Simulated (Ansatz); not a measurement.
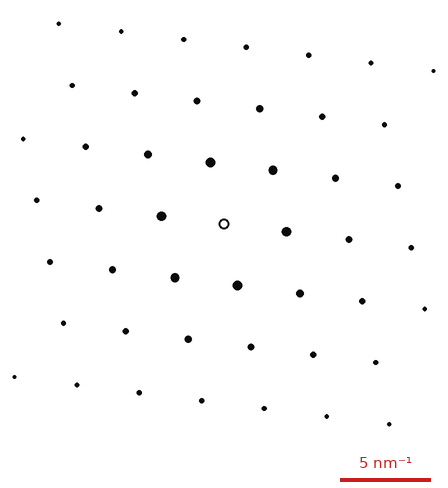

The pattern is a kinematic simulation for 80 kV electrons (no multiple scattering; isotropic B = 1 Å²).

It belongs to Pb, space group Fm-3m (No. 225), a = 4.934 Å. Structure: the input geometry of an electronic-structure calculation (not necessarily at equilibrium).

```json
{"atom": "Pb", "site": "4a", "symmetry": "m-3m", "x": "0.0000", "y": "0.0000", "z": "0.0000"}
```

Determine the zone axis from the geometry of the pattern.

The spots form a centred rectangular net with both shortest vectors at d = 2.85 Å, 70.5° apart. They index as -1 1 -1 and -1 1 1, so the zone axis is [110] (or an equivalent direction of <110>).

Which reflections of this zone are missing, and why?

The lattice centring (F) removes all reflections that break h + k = 2n, h + l = 2n.
